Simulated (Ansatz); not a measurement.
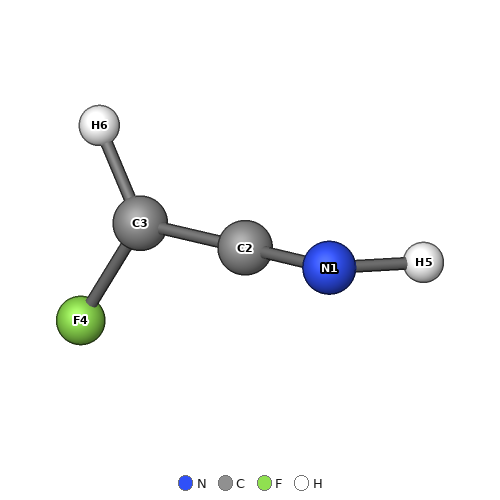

The system is C2H2FN, SMILES N=C=CF; the picture shows the grid point nearest to the relaxed geometry. Two internal coordinates are moved rigidly from the geometry relaxed at PBE0-D4/def2-TZVP, all others fixed. Coordinates scanned: (1) bond N1–C2; (2) bond C2–C3. The grid has 7 × 7 points. Points are written as (first, second). All energies are given in kcal/mol relative to the lowest grid point. These are results of RKS r2SCAN-D4/def2-TZVPP in Ansatz, not measurements.

Its coordinates:

```xyz
6

N    -0.1784    1.3370   -0.8774
C    -0.0196    0.3814   -0.2053
C     0.2456   -0.6134    0.6492
F     1.1124   -1.5927    0.3351
H    -0.9363    1.2628   -1.5578
H    -0.2291   -0.7030    1.6155
```

Range: bond N1–C2 from 1.050 to 1.588 Å; bond C2–C3 from 1.178 to 1.571 Å.

Question: Predict the map.

Answer: The lowest grid point is at (1.268 Å, 1.338 Å). The bottom of the well lies between grid points, at about (1.225 Å, 1.312 Å), about 2.3 kcal/mol lower on the interpolated surface. No other kind of well shows on this grid. The highest grid point, (1.588 Å, 1.571 Å), lies 92 kcal/mol above the lowest. Round the minimum the two coordinates are nearly uncoupled.

| bond C2–C3 ↓, bond N1–C2 → | 1.050 | 1.103 | 1.179 | 1.268 | 1.367 | 1.474 | 1.588 |
| --- | --- | --- | --- | --- | --- | --- | --- |
| 1.571 | 67 | 44 | 29 | 30 | 44 | 66 | 92 |
| 1.488 | 54 | 31 | 15 | 16 | 29 | 51 | 77 |
| 1.410 | 45 | 21 | 5 | 5 | 19 | 40 | 67 |
| 1.338 | 41 | 16 | 0 | 0 | 13 | 35 | 61 |
| 1.272 | 43 | 18 | 1 | 1 | 13 | 35 | 61 |
| 1.216 | 50 | 25 | 8 | 7 | 19 | 41 | 66 |
| 1.178 | 60 | 34 | 17 | 16 | 28 | 49 | 74 |

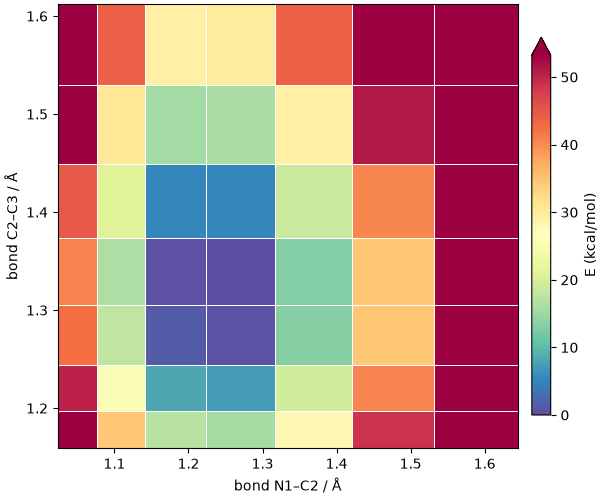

Drawn: one coloured cell a grid point, one colour for all values above the top of the scale.
